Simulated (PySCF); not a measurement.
**C$_{5}$H$_{11}$B$_{2}$ (SMILES CB[CH]BC1CC1) (doublet): density, localisation and related maps**

```yaml
atoms:
  - { symbol: C, position_ang: [-3.2411, 0.0390, 0.0783] }
  - { symbol: B, position_ang: [-1.9988, -0.7746, 0.6327] }
  - { symbol: C, position_ang: [-0.6231, -0.1652, 0.7540] }
  - { symbol: B, position_ang: [0.0749, 0.6921, -0.2841] }
  - { symbol: C, position_ang: [1.6109, 0.6103, -0.5337] }
  - { symbol: C, position_ang: [2.3795, -0.6817, -0.3263] }
  - { symbol: C, position_ang: [2.5789, 0.4373, 0.6254] }
  - { symbol: H, position_ang: [-4.1075, -0.0527, 0.7305] }
  - { symbol: H, position_ang: [-3.0412, 1.0944, -0.0769] }
  - { symbol: H, position_ang: [-3.5323, -0.3936, -0.8786] }
  - { symbol: H, position_ang: [-2.1794, -1.8999, 0.9304] }
  - { symbol: H, position_ang: [-0.0503, -0.4417, 1.6359] }
  - { symbol: H, position_ang: [-0.5543, 1.4307, -0.9476] }
  - { symbol: H, position_ang: [2.0086, 1.2245, -1.3357] }
  - { symbol: H, position_ang: [1.8242, -1.5457, 0.0068] }
  - { symbol: H, position_ang: [3.1699, -0.9158, -1.0243] }
  - { symbol: H, position_ang: [3.5022, 0.9969, 0.5865] }
  - { symbol: H, position_ang: [2.1701, 0.3520, 1.6207] }
```

Geometry: GFN2-xTB.

Method: UKS B3LYP, pcH-1 on B C H, non-relativistic, mean-field spin-orbit, GIAO in PySCF.

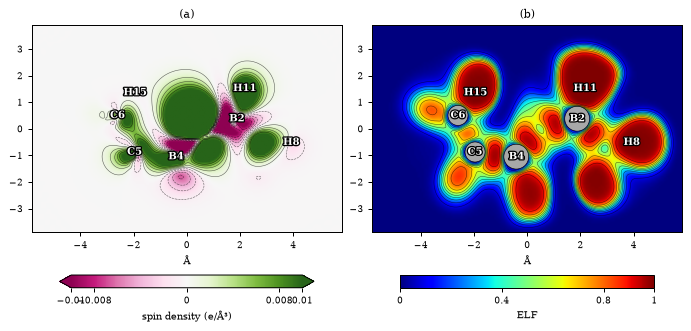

Figure 1. (a) spin density (α minus β); (b) ELF on the plane of atoms C5, C6 and H15. Grey discs cover the atomic cores in the ELF map.

What do the fields say about this system?

Answer. Atoms in the plane: B, C and H.
C–H (1.08 Å): the ELF climbs to about 1 towards the hydrogen, as it does in any bond to H; a covalent bond by its length.
C–B (1.56 Å): the ELF peaks at about 0.95 between the atoms: a covalent bond.
B–H (1.18 Å): the ELF climbs to about 1 towards the hydrogen: an ordinary covalent bond to hydrogen.
The unpaired spin (1 electron) lies mostly on C3 (about 0.5), B4 (about 0.1) and B2 (about 0.1), in electrons by Hirshfeld's partition.

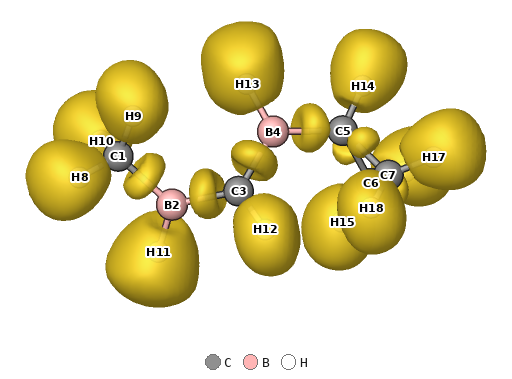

Figure 2. Isosurface of the ELF at 0.8 (yellow), seen at a tilt. Only the valence region is drawn (cores and ρ < 0.01 e/Å³ removed).

What do the ELF domains correspond to?

Answer. At this value the surface marks out four regions between bonded B–C atoms (shared pairs), three regions between bonded C–C atoms (shared pairs) and eleven regions around hydrogen nuclei.


C–C (1.48 Å): the ELF peaks at about 0.90 between the atoms, as expected for a covalent bond. C–B (1.51 Å): the ELF peaks at about 0.95 between the atoms, as expected for localised, covalent bonding.

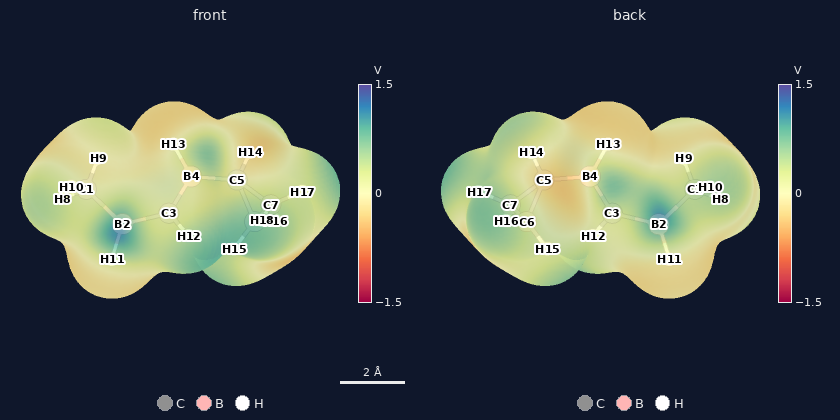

Figure 3. The electrostatic potential painted on the density surface at 0.002 e/bohr³, seen from the front and from behind; red is negative and blue positive.

Describe the electrostatic potential map.

Answer. The most negative region (about −0.4 V, or −9 kcal/mol for a unit charge) lies over C5, C6 and C7, the most positive (about +1.0 V, or +23 kcal/mol for a unit charge) over B2.
